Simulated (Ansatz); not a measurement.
# A hypothetical structure for LaBeSi3

Starting from a made-up structure for LaBeSi3, the aim is the relaxed cell, its shortest contacts and, where a second run follows, its electronic structure.

Method: DFT, r2SCAN, plane-wave PAW, files of the set soft_1, scalar-relativistic, no spin, cell and ions relaxed at zero pressure; PAW set soft_1, in Ansatz 0.2.0.

### Step 1. The starting structure

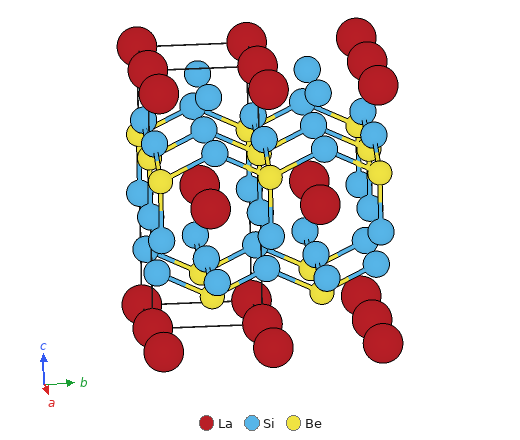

The cell as given, slightly off an axis (lanthanum red, silicon blue, beryllium yellow). 2×2×1 cells are drawn. This picture shows the conventional cell, with its axes. Some periodic images of atoms are drawn too.

### Step 2. Relaxing cell and atoms

The guess takes its coordinates from another compound and its volume from a rule, so the cell and any free coordinates are relaxed together.

File input.yaml:

```yaml
crystal:
  lattice:
    - [-2.0555, 2.0555, 4.9315]
    - [2.0555, -2.0555, 4.9315]
    - [2.0555, 2.0555, -4.9315]
  atoms:
    - { symbol: La, position: [0.0009, 0.0009, 0.0] }
    - { symbol: Si, position: [0.7618, 0.2618, 0.5] }
    - { symbol: Si, position: [0.2618, 0.7618, 0.5] }
    - { symbol: Si, position: [0.4328, 0.4328, 0.0] }
    - { symbol: Be, position: [0.6611, 0.6611, 0.0] }
kpoints:
  mp_grid: { grid: [9, 9, 9] }
scf:
  occupations: { method: fermi_dirac, width: 0.05 }
hamiltonian:
  xc: r2scan
  pseudopotentials: { kind: paw, azcp: { folder: soft_1 } }
relax:
  f_tol: 0.015
  max_steps: 70
  cell: {}
output:
  forces: true
  stress: true
```

Started as:

```bash
$ ansatz run input.yaml --threads 4 --pin off --max-ram 8192MiB --backend cpu --events-out ev --progress --plain --runs-dir out
```

Numbers of over 12 decimals in the logs are rounded to 6 here.

Log:

```text
Engine: ansatz 0.2.0, aarch64-unknown-linux-gnu
Pseudopotentials: kind: paw
Pseudopotential: La, paw, valence charge 11, recommended cutoff 500 eV (meta_gga), soft_1/La.paw.azcp
Pseudopotential: Si, paw, valence charge 4, recommended cutoff 500 eV (meta_gga), soft_1/Si.paw.azcp
Pseudopotential: Be, paw, valence charge 2, recommended cutoff 500 eV (meta_gga), soft_1/Be.paw.azcp
Functional definition: r2SCAN
  parameter k0 = 0.174
  parameter k1 = 0.065
  parameter a1 = 4.9479
  exchange = r2scan_x(k0 = k0, k1 = k1, a1 = a1)
  correlation = r2scan_c
Crystal: 5 atoms, lattice volume = 83.344 Å³
Basis set: ecut = 500 eV, 2129 PW (Γ), exchange–correlation on 180×180×180 points (64 copies of the dense FFT grid, shifted against one another)
Bands: 18, of which v1, the nominal top of the filled ones, is band 13 counted from 1 (12 counted from 0)
Symmetry: 8 space group operations
Space group: I4mm (ITA 107), of the structure as read, at distance tolerance 4.4e-5 Å
k-points: 75 of 729 (time reversal used)
Non-local potential: La, projectors of the file, l = 0: 3, l = 1: 2, l = 2: 2, l = 3: 3
Non-local potential: Si, projectors of the file, l = 0: 2, l = 1: 2, l = 2: 1
Non-local potential: Be, projectors of the file, l = 0: 2, l = 1: 2, l = 2: 1
PAW form: soft (Blöchl's): semilocal exchange-correlation on the pseudo side does not see the compensation charge
PAW frozen core: La, regenerated for the run's functional (the file was generated under x = pbe(κ = 0.804, μ = 0.219515), c = pbe(β = 0.066725))
PAW frozen core: Si, regenerated for the run's functional (the file was generated under x = pbe(κ = 0.804, μ = 0.219515), c = pbe(β = 0.066725))
PAW frozen core: Be, regenerated for the run's functional (the file was generated under x = pbe(κ = 0.804, μ = 0.219515), c = pbe(β = 0.066725))
PAW one-centre angular grid: La, 974 points (default); XC on 160 Gauss nodes
PAW one-centre angular grid: Si, 302 points (default); XC on 160 Gauss nodes
PAW one-centre angular grid: Be, 302 points (default); XC on 224 Gauss nodes
Initial density: superposition of atomic densities (chi_scale 0.1, normalization cell, long waves kept (reshape's long-wave potential 0.00 eV rms))
Initial wavefunctions: pseudopotential atomic-orbital guess
Functional: x = r2scan, c = r2scan; τ floored in thin density (d = 2e-4 eV/Å³)
SCF iter   1: F=—  HF=-8276.411262 eV  |F-HF|=—  |Δ(HF+E_count)|=         —  Δρ=3.28e-2  dr2=2.15e0  dr2_τ=5.73e-2  ethr=3.10e-3  ⟨swp⟩=6.5  Hψ=8510  notcnv=0
preconditioner: auto → Kerker (q_TF=auto, 2.232 Å⁻¹)  [metal: Δε(μ)=0.010 eV  Ē_g=9.995 eV  σ=0.050 eV  W_gap=0.05  n_scr=14 (ndim 8)  ℏωp=19.5 eV  f_vac=0.000  D(μ)=1.95/eV (n_scr^D=10)]
SCF iter   2: F=—  HF=-8276.262531 eV  |F-HF|=—  |Δ(HF+E_count)|=   1.49e-1  Δρ=2.02e-2  dr2=6.37e-1  dr2_τ=1.74e-3  ethr=3.10e-3  ⟨swp⟩=3.4  Hψ=3063  notcnv=0  defer=12
SCF iter   3: F=—  HF=-8276.156978 eV  |F-HF|=—  |Δ(HF+E_count)|=   1.06e-1  Δρ=3.24e-3  dr2=1.30e-2  dr2_τ=1.55e-3  ethr=2.55e-3  ⟨swp⟩=2.8  Hψ=2322  notcnv=0  defer=12
SCF iter   4: F=—  HF=-8276.157621 eV  |F-HF|=—  |Δ(HF+E_count)|=   6.43e-4  Δρ=1.07e-3  dr2=1.25e-3  dr2_τ=1.84e-5  ethr=5.21e-5  ⟨swp⟩=3.0  Hψ=2740  notcnv=0  defer=12
SCF iter   5: F=—  HF=-8276.158320 eV  |F-HF|=—  |Δ(HF+E_count)|=   6.99e-4  Δρ=3.04e-4  dr2=1.14e-4  dr2_τ=1.44e-6  ethr=4.99e-6  ⟨swp⟩=2.0  Hψ=2437  notcnv=0  defer=12
SCF iter   6: F=—  HF=-8276.158442 eV  |F-HF|=—  |Δ(HF+E_count)|=   1.22e-4  Δρ=8.39e-5  dr2=7.20e-6  dr2_τ=1.36e-7  ethr=4.56e-7  ⟨swp⟩=2.0  Hψ=2210  notcnv=0  defer=12
SCF iter   7: F=—  HF=-8276.158474 eV  |F-HF|=—  |Δ(HF+E_count)|=   3.20e-5  Δρ=2.15e-5  dr2=4.68e-7  dr2_τ=4.55e-9  ethr=2.88e-8  ⟨swp⟩=2.0  Hψ=2254  notcnv=0  defer=12
SCF iter   8: F=-8276.158475 eV  HF=-8276.158475 eV  |F-HF|=2.18e-8  |Δ(HF+E_count)|=   9.35e-7  Δρ=5.55e-6  dr2=3.39e-8  dr2_τ=4.11e-10  ethr=4.00e-10  ⟨swp⟩=5.1  Hψ=5174  notcnv=0
SCF 1 converged in 8 iterations: F = -8276.158475 eV  dr2 = 3.39e-8
  greatest PAW one-centre occupation: 0.964 electrons in one spin orbital (limit 2), on the La atom at site 0 (counted from 0), in its partial waves of l = 0
relax step   1: F+E_penalty+E_count = -8276.15847494 eV  Δ(F+E_penalty+E_count) = +0.000e0 eV  max|allowed force component| = 1.517e0 eV/Å  Δτ_max = 0.0000 Å  P = +3.159 GPa  Ω = 83.344 Å³  (8 SCF iters, dr2 threshold 1.00e-7 eV, accepted)
Crystal: 5 atoms, lattice volume = 86.206 Å³
Basis set: ecut = 500 eV, 2201 PW (Γ), exchange–correlation on 180×180×180 points (64 copies of the dense FFT grid, shifted against one another)
Initial density: handed on by an earlier stage of this run
Initial wavefunctions: those handed on with the density
iter 1 solved again at ethr=1.43e-3 eV; its pass at ethr=3.10e-3 eV (dr2=3.58e-1 eV) is discarded
SCF iter   1: F=—  HF=-8276.274825 eV  |F-HF|=—  |Δ(HF+E_count)|=         —  Δρ=1.17e-2  dr2=3.61e-1  dr2_τ=9.71e-2  ethr=1.43e-3  ⟨swp⟩=1.0  Hψ=11770  notcnv=0
preconditioner: auto → Kerker (q_TF=auto, 2.220 Å⁻¹)  [metal: Δε(μ)=0.009 eV  Ē_g=9.999 eV  σ=0.050 eV  W_gap=0.05  n_scr=14 (ndim 8)  ℏωp=19.2 eV  f_vac=0.000  D(μ)=3.79/eV (n_scr^D=32)]
SCF iter   2: F=—  HF=-8276.377360 eV  |F-HF|=—  |Δ(HF+E_count)|=   1.03e-1  Δρ=6.25e-3  dr2=9.42e-2  dr2_τ=7.60e-4  ethr=1.43e-3  ⟨swp⟩=3.0  Hψ=2749  notcnv=0
SCF iter   3: F=—  HF=-8276.361010 eV  |F-HF|=—  |Δ(HF+E_count)|=   1.64e-2  Δρ=1.51e-3  dr2=4.96e-3  dr2_τ=7.34e-5  ethr=3.77e-4  ⟨swp⟩=3.5  Hψ=2416  notcnv=0  defer=3
SCF iter   4: F=—  HF=-8276.361133 eV  |F-HF|=—  |Δ(HF+E_count)|=   1.23e-4  Δρ=6.93e-4  dr2=6.24e-4  dr2_τ=6.30e-6  ethr=1.99e-5  ⟨swp⟩=2.6  Hψ=2339  notcnv=0  defer=4
SCF iter   5: F=—  HF=-8276.361405 eV  |F-HF|=—  |Δ(HF+E_count)|=   2.72e-4  Δρ=1.97e-4  dr2=5.57e-5  dr2_τ=6.27e-7  ethr=2.50e-6  ⟨swp⟩=2.1  Hψ=2242  notcnv=0  defer=4
SCF iter   6: F=—  HF=-8276.361456 eV  |F-HF|=—  |Δ(HF+E_count)|=   5.12e-5  Δρ=4.77e-5  dr2=3.08e-6  dr2_τ=3.98e-8  ethr=2.23e-7  ⟨swp⟩=2.0  Hψ=2195  notcnv=0  defer=4
SCF iter   7: F=-8276.361459 eV  HF=-8276.361459 eV  |F-HF|=1.36e-7  |Δ(HF+E_count)|=   2.55e-6  Δρ=1.42e-5  dr2=2.65e-7  dr2_τ=1.91e-9  ethr=2.00e-9  ⟨swp⟩=4.9  Hψ=5132  notcnv=0
SCF 2 converged in 7 iterations: F = -8276.361459 eV  dr2 = 2.65e-7
relax step   2: F+E_penalty+E_count = -8276.36145902 eV  Δ(F+E_penalty+E_count) = -2.030e-1 eV  max|allowed force component| = 1.003e0 eV/Å  Δτ_max = 0.1639 Å  P = -0.944 GPa  Ω = 86.206 Å³  energy of the carried Pulay correction = -3.789e-4 eV  (7 SCF iters, dr2 threshold 5.00e-7 eV, accepted)
Crystal: 5 atoms, lattice volume = 83.981 Å³
Basis set: ecut = 500 eV, 2137 PW (Γ), exchange–correlation on 180×180×180 points (64 copies of the dense FFT grid, shifted against one another)
iter 1 solved again at ethr=1.14e-3 eV; its pass at ethr=3.10e-3 eV (dr2=2.86e-1 eV) is discarded
SCF iter   1: F=—  HF=-8276.583106 eV  |F-HF|=—  |Δ(HF+E_count)|=         —  Δρ=1.02e-2  dr2=2.89e-1  dr2_τ=1.29e-2  ethr=1.14e-3  ⟨swp⟩=1.0  Hψ=12418  notcnv=0
preconditioner: auto → Kerker (q_TF=auto, 2.229 Å⁻¹)  [metal: Δε(μ)=0.058 eV  Ē_g=10.188 eV  σ=0.050 eV  W_gap=0.27  n_scr=14 (ndim 8)  ℏωp=19.4 eV  f_vac=0.000  D(μ)=1.62/eV (n_scr^D=10)]
SCF iter   2: F=—  HF=-8276.557840 eV  |F-HF|=—  |Δ(HF+E_count)|=   2.53e-2  Δρ=5.98e-3  dr2=9.70e-2  dr2_τ=2.52e-4  ethr=1.14e-3  ⟨swp⟩=3.3  Hψ=2158  notcnv=0
SCF iter   3: F=—  HF=-8276.539598 eV  |F-HF|=—  |Δ(HF+E_count)|=   1.82e-2  Δρ=9.52e-4  dr2=8.57e-4  dr2_τ=4.61e-5  ethr=3.88e-4  ⟨swp⟩=3.2  Hψ=2650  notcnv=0
SCF iter   4: F=—  HF=-8276.540218 eV  |F-HF|=—  |Δ(HF+E_count)|=   6.20e-4  Δρ=4.62e-4  dr2=2.63e-4  dr2_τ=2.66e-6  ethr=3.43e-6  ⟨swp⟩=2.2  Hψ=2621  notcnv=0
SCF iter   5: F=—  HF=-8276.540357 eV  |F-HF|=—  |Δ(HF+E_count)|=   1.39e-4  Δρ=1.34e-4  dr2=2.32e-5  dr2_τ=5.22e-7  ethr=1.05e-6  ⟨swp⟩=2.6  Hψ=2389  notcnv=0
SCF iter   6: F=—  HF=-8276.540364 eV  |F-HF|=—  |Δ(HF+E_count)|=   7.60e-6  Δρ=4.18e-5  dr2=1.67e-6  dr2_τ=2.02e-8  ethr=9.28e-8  ⟨swp⟩=2.4  Hψ=2288  notcnv=0
SCF iter   7: F=-8276.540366 eV  HF=-8276.540366 eV  |F-HF|=6.35e-8  |Δ(HF+E_count)|=   1.23e-6  Δρ=1.08e-5  dr2=1.24e-7  dr2_τ=9.85e-10  ethr=2.00e-9  ⟨swp⟩=5.0  Hψ=4821  notcnv=0
SCF 3 converged in 7 iterations: F = -8276.540366 eV  dr2 = 1.24e-7
relax step   3: F+E_penalty+E_count = -8276.54036571 eV  Δ(F+E_penalty+E_count) = -1.789e-1 eV  max|allowed force component| = 4.019e-1 eV/Å  Δτ_max = 0.1954 Å  P = +3.285 GPa  Ω = 83.981 Å³  energy of the carried Pulay correction = -8.625e-5 eV  (7 SCF iters, dr2 threshold 5.00e-7 eV, accepted)
[...]
relax step   4: F+E_penalty+E_count = -8276.65199263 eV  Δ(F+E_penalty+E_count) = -1.116e-1 eV  max|allowed force component| = 4.830e-1 eV/Å  Δτ_max = 0.0594 Å  P = +1.674 GPa  Ω = 86.571 Å³  energy of the carried Pulay correction = -4.256e-4 eV  (6 SCF iters, dr2 threshold 5.00e-7 eV, accepted)
[...]
relax step   5: F+E_penalty+E_count = -8276.66922567 eV  Δ(F+E_penalty+E_count) = -1.723e-2 eV  max|allowed force component| = 2.036e-1 eV/Å  Δτ_max = 0.0595 Å  P = -0.964 GPa  Ω = 88.344 Å³  energy of the carried Pulay correction = -6.484e-4 eV  (6 SCF iters, dr2 threshold 5.00e-7 eV, accepted)
[...]
relax step   6: F+E_penalty+E_count = -8276.67949334 eV  Δ(F+E_penalty+E_count) = -1.027e-2 eV  max|allowed force component| = 5.432e-2 eV/Å  Δτ_max = 0.0288 Å  P = +0.141 GPa  Ω = 87.563 Å³  energy of the carried Pulay correction = -5.512e-4 eV  (6 SCF iters, dr2 threshold 5.00e-7 eV, accepted)
[...]
relax step   7: F+E_penalty+E_count = -8276.67998087 eV  Δ(F+E_penalty+E_count) = -4.875e-4 eV  max|allowed force component| = 3.591e-3 eV/Å  Δτ_max = 0.0057 Å  P = +0.010 GPa  Ω = 87.603 Å³  energy of the carried Pulay correction = -5.562e-4 eV  (4 SCF iters, dr2 threshold 2.86e-7 eV, accepted)
Initial wavefunctions: pseudopotential atomic-orbital guess (no wavefunctions were taken with the density)
iter 1 solved again at ethr=5.96e-7 eV; its pass at ethr=3.10e-3 eV (dr2=1.49e-4 eV) is discarded
SCF iter   1: F=—  HF=-8276.680487 eV  |F-HF|=—  |Δ(HF+E_count)|=         —  Δρ=9.86e-5  dr2=1.22e-6  dr2_τ=1.83e-6  ethr=5.96e-7  ⟨swp⟩=3.2  Hψ=12188  notcnv=0
preconditioner: auto → Kerker (q_TF=auto, 2.214 Å⁻¹)  [metal: Δε(μ)=0.010 eV  Ē_g=9.943 eV  σ=0.050 eV  W_gap=0.05  n_scr=14 (ndim 8)  ℏωp=19.0 eV  f_vac=0.000  D(μ)=1.60/eV (n_scr^D=10)]
SCF iter   2: F=—  HF=-8276.680501 eV  |F-HF|=—  |Δ(HF+E_count)|=   1.37e-5  Δρ=5.41e-5  dr2=4.59e-7  dr2_τ=2.15e-7  ethr=4.90e-9  ⟨swp⟩=2.0  Hψ=2302  notcnv=0
SCF iter   3: F=—  HF=-8276.680505 eV  |F-HF|=—  |Δ(HF+E_count)|=   3.83e-6  Δρ=4.52e-6  dr2=2.18e-8  dr2_τ=8.08e-10  ethr=1.84e-9  ⟨swp⟩=2.0  Hψ=2305  notcnv=0
SCF iter   4: F=—  HF=-8276.680505 eV  |F-HF|=—  |Δ(HF+E_count)|=   2.26e-8  Δρ=1.27e-6  dr2=1.59e-9  dr2_τ=9.95e-11  ethr=8.74e-11  ⟨swp⟩=2.0  Hψ=2303  notcnv=0
SCF iter   5: F=—  HF=-8276.680505 eV  |F-HF|=—  |Δ(HF+E_count)|=   3.03e-9  Δρ=2.68e-7  dr2=7.77e-11  dr2_τ=4.47e-12  ethr=6.37e-12  ⟨swp⟩=2.0  Hψ=2311  notcnv=0
SCF iter   6: F=-8276.680505 eV  HF=-8276.680505 eV  |F-HF|=7.28e-12  |Δ(HF+E_count)|=  1.31e-10  Δρ=8.77e-8  dr2=6.94e-12  dr2_τ=3.03e-13  ethr=1.00e-12  ⟨swp⟩=4.7  Hψ=4642  notcnv=0
SCF 8 converged in 6 iterations: F = -8276.680505 eV  dr2 = 6.94e-12
relax step   8: F+E_penalty+E_count = -8276.68050466 eV  Δ(F+E_penalty+E_count) = -5.238e-4 eV  max|allowed force component| = 3.542e-3 eV/Å  Δτ_max = 0.0000 Å  P = +0.007 GPa  Ω = 87.603 Å³  stress off target by 2.96e-2 GPa  SCF on the basis re-selected at this cell (its energy is not comparable with the rows above)  (6 SCF iters)
basis re-selected at this cell: Δ(F+E_penalty+E_count) = -5.238e-4 eV, ΔP = -0.003 GPa vs the last step (what re-selecting the basis moved, of the pressure what is left beyond the Pulay correction that the steps carried, after the strain that the cell walked since its last selection, with what the two solves' SCF thresholds leave and, on support functions, any second-order correction that the steps lacked; it is no m [...]
SCF converged after 6 iterations
Free energy (F): -8276.680505 eV
Harris-Foulkes:  -8276.680505 eV  (|F-HF|=7.28e-12)
Internal energy: -8276.667954 eV  (E = F + TS)
E sigma→0 (E₀):  -8276.674229 eV
Entropy (-TS):   -0.012550 eV (-2.510 meV/atom)
Fermi energy:    10.812417 eV
--- Per-component energies (eV) ---
  E_band       = 10.400665
  E_kinetic    = 329.532354
  E_local      = -314.996575  (includes V_loc(G=0)·N_el)
  E_nonlocal   = 156.101811
  E_hartree    = 118.821385
  E_xc         = -313.471896
  E_vxc        = -333.676403  (∫ρ·V_xc dr)
  E_paw        = -7054.226308  (= ΣΔE_a)
  E_vpaw       = -79.075812  (= ΣTr[D̂ρ^β])
  E_aug_tail   = 0.000046  (compensation charges beyond the density's cutoff)
  E_vtau       = 14.872485  (kinetic-family band-sum trace: ∫τ·v_τ [+ j·A + Jᵃ·Aᵃ] dr)
  E_ewald      = -1198.255668
  E_core_change = -0.173103  (= ΣΔE_core)
  E_smearing   = -0.012550  (= −TS)
  E_closure    = -0.000000  (closes the sum)
  Σ components = -8276.680505   (vs F -8276.680505, Δ=0.00e0)
--- Forces (eV/Å), atoms counted from 1 ---
  atom   1  La     0.00000000    -0.00000000     0.00128721
  atom   2  Si     0.00000000     0.00000000     0.00268972
  atom   3  Si    -0.00000000     0.00000000     0.00268972
  atom   4  Si    -0.00000000    -0.00000000    -0.00312489
  atom   5  Be     0.00000000     0.00000000    -0.00354144
  max |Σ_I F_I| component: 3.20e-7 eV/Å
--- Stress (GPa, compression-positive) ---
       -0.004399       0.000000       0.000000
        0.000000      -0.004399       0.000000
        0.000000       0.000000       0.029582
  P = ⅓ Tr σ = 0.0069 GPa (0.069 kbar)
--- Relaxed structure (7 steps of the walk, 7 accepted, 1 SCFs on fresh bases) ---
  F+E_penalty+E_count = -8276.68050466 eV   max|allowed force component| = 3.542e-3 eV/Å   (the final SCF, on the basis selected at the relaxed cell)
  cell:  # Å, volume = 87.6028 Å³
    - [-2.202154, 2.202154, 4.516088]
    - [2.202154, -2.202154, 4.516088]
    - [2.202154, 2.202154, -4.516088]
  atoms:
    - { symbol: La, position: [0.019979, 0.019979, 0] }
    - { symbol: Si, position: [0.770218, 0.270218, 0.500000] }
    - { symbol: Si, position: [0.270218, 0.770218, 0.500000] }
    - { symbol: Si, position: [0.396597, 0.396597, 0] }
    - { symbol: Be, position: [0.661389, 0.661389, 0] }
```

Wall time 43 s (4 threads of Arm Neoverse V2, shared host); peak memory 0.97 GiB; 2.7 min of CPU time.

Step by step:

```
step  energy less that of the first step (eV)  largest force component (eV/Å)  pressure (GPa)  volume (Å³)
   1                                   0.0000                          1.5169            3.16        83.34
   2                                  -0.2030                          1.0028           -0.94        86.21
   3                                  -0.3819                          0.4019            3.29        83.98
   4                                  -0.4935                          0.4830            1.67        86.57
   5                                  -0.5108                          0.2036           -0.96        88.34
   6                                  -0.5210                          0.0543            0.14        87.56
   7                                  -0.5215                          0.0036            0.01        87.60
  8*                                  -0.5220                          0.0035            0.01        87.60
```

Relaxation steps marked * repeat the geometry before them on a plane-wave basis chosen anew for their cell, so energy and pressure can jump there.

Forces are held to the 8 operations that the run works with; a distortion that breaks them can't arise in this run.

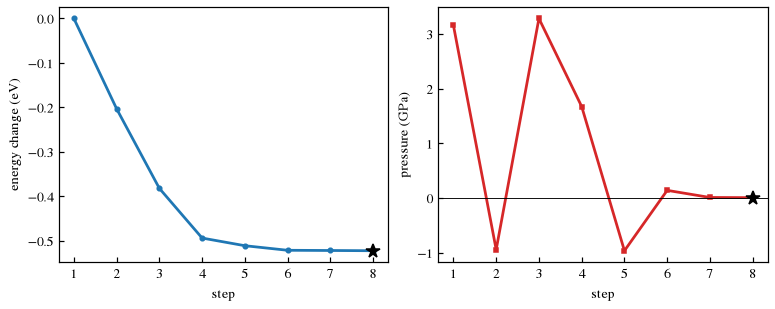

Energy and pressure along the relaxation. Stars mark steps on a basis chosen anew.

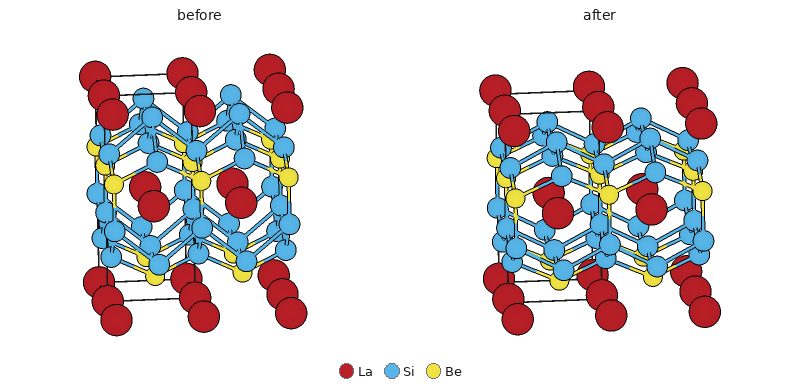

The structure before and after the relaxation, drawn at the same scale.

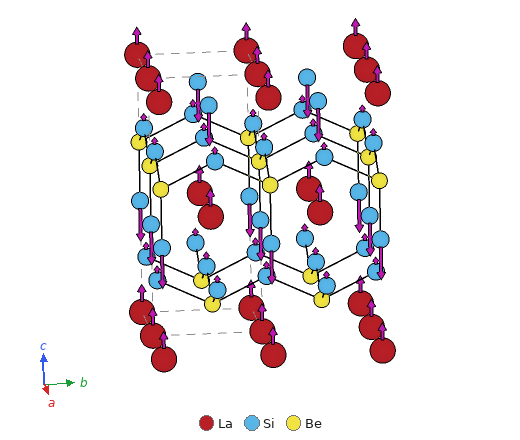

Displacements in the relaxation, exaggerated, measured against the changing cell; the longest in the cell stands for 0.33 Å. 2×2×1 conventional cells are drawn. Some periodic images of atoms are drawn too.

```
conventional cell, symmetrised  before  after  change
                         a (Å)   4.111  4.404  +7.1 %
                         b (Å)   4.111  4.404  +7.1 %
                         c (Å)   9.863  9.032  -8.4 %
              volume (Å³/atom)   16.67  17.52  +5.1 %
```

The atoms that moved most (Å, as changes of fractional coordinates times the final cell):

```
atom     dx     dy      dz  length
 Si4  0.000  0.000  -0.327   0.327
 La1  0.000  0.000   0.172   0.172
 Si3  0.000  0.000   0.076   0.076
 Si2  0.000  0.000   0.076   0.076
```

Final coordinates:

```xyz
5
Lattice="-2.2022 2.2022 4.5161 2.2022 -2.2022 4.5161 2.2022 2.2022 -4.5161" Properties=species:S:1:pos:R:3 pbc="T T T"
La    0.0000    0.0000    0.1805
Si    0.0000    2.2022    2.4407
Si    2.2022    0.0000    2.4407
Si    0.0000    0.0000    3.5821
Be    0.0000    0.0000    5.9738
```

Numbers from this step:

```yaml
free_energy: -8276.6805 eV
energy_at_zero_smearing: -8276.6742 eV
smearing_term_ts: 0.01255 eV
fermi_energy: 10.81 eV
electrons: 25
symmetry_operations: 8
pressure: 0.006928 GPa
```

The shortest distance of each pair, which need not be the same contact before and after:

```
 pair  guess (Å)  relaxed (Å)
Be–Si      2.252        2.392
Si–Si      2.659        2.480
La–Si      2.984        3.153
Be–La      3.309        3.239
La–La      4.111        4.404
```

The relaxation ends with a largest force component of 0.0035 eV/Å and a pressure of 0.01 GPa.

### Step 3. Summary of results

```json
{
 "space group, relaxed": "I4mm",
 "conventional cell": "a = 4.404, b = 4.404, c = 9.032 Å; α = 90.0°, β = 90.0°, γ = 90.0°",
 "volume per atom": "17.52 Å³ (guess 16.67)"
}
```

What this shows: LaBeSi3 relaxes to I4mm with a = 4.404, b = 4.404 and c = 9.032 Å. The guessed volume was 5 % too small. The space group I4mm was held in the relaxation, so the end point is a stationary structure within it and may be a saddle against distortions or other arrangements. Mesh and cutoff weren't tested. Spin-orbit coupling is left out, which can matter for elements this heavy. No dispersion term is used, so weakly bound directions may come out too long. Nothing here tests whether the compound is stable against decomposition.

[Logs are printed without paths, hosts, clocks, repeated set-up lines and the standing remarks that a program may print on its own settings, such as how far it seeks lower states.]

[Hosts, paths, dates, database ids (printed as entryN), source tags and the programs' standing remarks are cut or masked in the printed files.]
